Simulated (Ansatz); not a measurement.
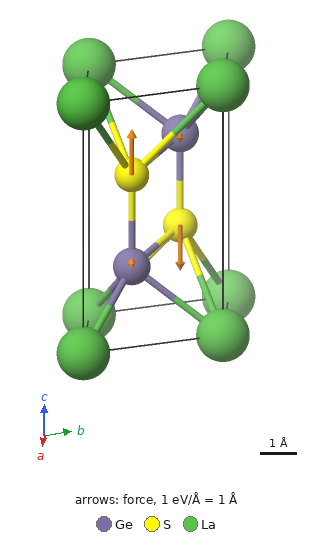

Starting geometry of crystalline LaGe2S2 (a generated structure, set up in P-3m1) with the computed forces as orange arrows. A ball-and-stick model of the cell of the calculation, reduced to other axes, seen from a free direction. Lengths and directions refer to the drawn axes.

The start is a swapped structure.

Level of theory: DFT, PAW plane waves, PBE (Ansatz).

Input
```yaml
crystal:
  lattice:
    - [2.236055, 3.87296, 0.0]
    - [-2.236055, 3.87296, 0.0]
    - [0.0, 0.0, 7.298791]
  atoms:
    - { symbol: Ge, position: [0.3333, 0.3334, 0.27192] }
    - { symbol: Ge, position: [0.6667, 0.6666, 0.72808] }
    - { symbol: S, position: [0.3333, 0.3334, 0.6387] }
    - { symbol: S, position: [0.6667, 0.6666, 0.3613] }
    - { symbol: La, position: [0.0, 0.0, 0.0] }
  symmetry: { tolerance: 0.0003 }
kpoints:
  mp_grid: { grid: [8, 8, 5], shift: [0, 0, 0] }
magnetization:
  spin_polarized: false
scf:
  occupations: { method: fermi_dirac, width: 0.0497 }
  lower_state_search: "off"
hamiltonian:
  pseudopotentials: { kind: paw }
  xc: pbe
basis:
  ecutwfc: 420
  fft_grid_basis: typed
relax:
  max_steps: 80
  cell: { p_target: 0.0 }
output:
  forces: true
  stress: true
  eigenvalues: true
  bader: true
  populations: true
  elf: true
  write_potential: true
  volumetric_format: npy
  dos:
    e_range: [-12, 8]
    de: 0.05
    projected: { site_lists: { Ge: [Ge], La: [La], S: [S] } }
  write_density: true
checkpoint:
  read: saved_state
```

Run as
```bash
ansatz run input.yaml --threads 2 --pin off --max-ram 3584MiB --backend cpu --events-out ev --progress --plain --runs-dir out
```

### Is this structure relaxed? If not, where do the atoms go?

It isn't relaxed: the largest force vector, on S atoms, is 1.34 eV/Å. The atoms end up moving mostly along the starting forces (cosine between the two patterns 1.00). The largest moves relative to the cell, 0.35 Å, are those of S3 and S4. S4 goes along −c. By element the largest moves are S 0.35 Å, Ge 0.07 Å. La stays in place. The volume changes by −9.4 %, with a = b 4.472 → 4.813 Å (+7.6 %), c 7.299 → 5.710 Å (−21.8 %). Near-neighbour distances that change, for instance: S3–La5 3.691 → 3.267 Å, Ge1–S3 2.677 → 2.374 Å, Ge1–S4 2.663 → 2.780 Å, Ge1–La5 3.257 → 3.216 Å. The space group stays P-3m1 (No. 164). After 9 accepted moves (12 points after the start) the energy has fallen by 1.238 eV per cell of the calculation. Largest force component: 1.3 eV/Å at the start, 0.001 eV/Å at the end. The pressure goes from −2.64 to −0.01 GPa. The line search rejected the trial step at point 6 of the run. At 2 points the geometry stayed and the basis and grid were re-selected for the new cell (energy shift of 1.5 meV per cell of the calculation at most each time). The run took 110 s on 2 threads of Arm Neoverse V2 (shared host), peak memory 0.5 GiB.
